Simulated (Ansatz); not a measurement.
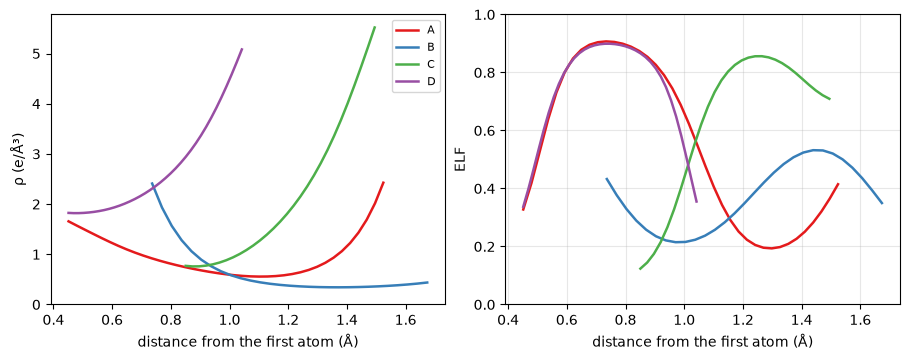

*CH4GaInO. Electron density and electron localisation function along straight lines between neighbouring atoms. The curves leave out the atomic cores.*

Core potentials replace the inner electrons of In.

Computed with RKS PBE0-D4/def2-SVP (Ansatz).

Input file:

```
crystal:
  periodic: [false, false, false]
  atoms:
    - { symbol: C, position_ang: [-0.62904, 1.39515, -0.21256] }
    - { symbol: O, position_ang: [0.53944, 1.28296, -0.65249] }
    - { symbol: Ga, position_ang: [1.8113, -0.50202, -0.55507] }
    - { symbol: In, position_ang: [-1.09645, -1.20513, 0.83446] }
    - { symbol: H, position_ang: [-0.81622, 1.82575, 0.77848] }
    - { symbol: H, position_ang: [-1.49311, 1.27626, -0.87752] }
    - { symbol: H, position_ang: [3.60132, -1.16882, -0.86844] }
    - { symbol: H, position_ang: [-1.91724, -2.90415, 1.55313] }
basis:
  gaussian: { orbitals: def2-SVP }
hamiltonian:
  xc: pbe0
  dispersion: d4
relax:
  f_tol: 0.02
  max_steps: 50
output:
  orbitals: {}
```

Launched as:

```sh
ansatz run input.yaml --threads 2 --pin off --max-ram 3072MiB --backend cpu --events-out ev --progress --plain --runs-dir out
```

The fields are those of the relaxed geometry.

Which curve belongs to which contact (C–In, C–O, Ga–O and In–Ga)? The first atom named is at distance zero.

Curve A: C–In (2.26 Å): ρ at the midpoint is about 0.56 e/Å³; the ELF peaks at about 0.90 in the valence shell of C, 0.7 Å from its nucleus, and drops to about 0.20 between the two atoms. Curve B: In–Ga (2.68 Å): ρ at the midpoint is about 0.34 e/Å³; the ELF reaches about 0.55 near the midpoint. Curve C: Ga–O (1.84 Å): ρ at the midpoint is about 0.77 e/Å³; the ELF peaks at about 0.85 in the valence shell of O, 0.6 Å from its nucleus, and is about 0.20 at the midpoint. Curve D: C–O (1.39 Å): ρ at the midpoint is about 2.2 e/Å³, with its minimum of 1.8 e/Å³ about 0.5 Å from C; the ELF peaks at about 0.90 between the atoms; a polar covalent bond.
